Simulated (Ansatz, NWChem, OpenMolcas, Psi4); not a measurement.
## A small benchmark: dipole moment

6 molecules with halogens; the dipole moment in D, computed less measured. Shapes, held fixed at every level: PBE0-D4/def2-TZVP. No vibrational averaging. Dipoles are compared by magnitude; molecules under 1 D, whose direction can flip, are left out. Programs: Ansatz 0.2.0, NWChem 7.3.0, OpenMolcas 26.06, Psi4 1.11. A level may come from different programs for different species; with the same settings they agree closely. Measured values: NIST CCCBDB.

Levels: A = PBE/cc-pVDZ; B = PBE0/def2-SVP; C = B3LYP/6-31G* (Cartesian functions).

```
                     molecule  measured      A      B      C
     NClO (nitrosyl chloride)      1.90  -0.15  -0.30  -0.04
   AsF3 (arsenic trifluoride)      2.59  -0.41  -0.13  -0.32
SCl2O2 (SMILES O=S(=O)(Cl)Cl)      1.81  -0.62  -0.18  -0.33
C2F3N (cyanotrifluoromethane)      1.33  +0.11  -0.05  +0.15
    C2H3ClO (acetyl chloride)      2.72  -0.15  -0.01  +0.05
     C3H5Cl (SMILES C/C=C/Cl)      1.97  -0.18  -0.16   0.00
```

**Question.** Which level does best on this set, which worst, and which err to one side?

**Answer.** 
| level | kind | mean error | mean absolute error | worst case |
| --- | --- | --- | --- | --- |
| PBE/cc-pVDZ | GGA | -0.233 | 0.270 | SCl2O2 |
| PBE0/def2-SVP | global hybrid | -0.138 | 0.138 | NClO |
| B3LYP/6-31G* (Cartesian functions) | global hybrid | -0.082 | 0.148 | SCl2O2 |

On this set PBE0/def2-SVP has the smallest mean absolute error and PBE/cc-pVDZ the largest. PBE/cc-pVDZ is too low in 5 of 6; PBE0/def2-SVP is too low in 6 of 6. The levels differ in basis as well as in method. The tabulated value of C2F3N is in doubt (older tables, estimates, or at odds with other calculations) and kept here. Over the 5 molecules whose values aren't doubted the mean absolute errors are A 0.302; B 0.156; C 0.148. The smallest two are near a tie. Relativity is left out for As. The set is small.

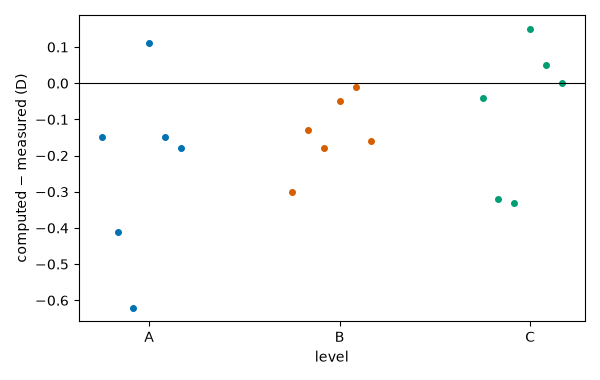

Errors of each level, one point a molecule.
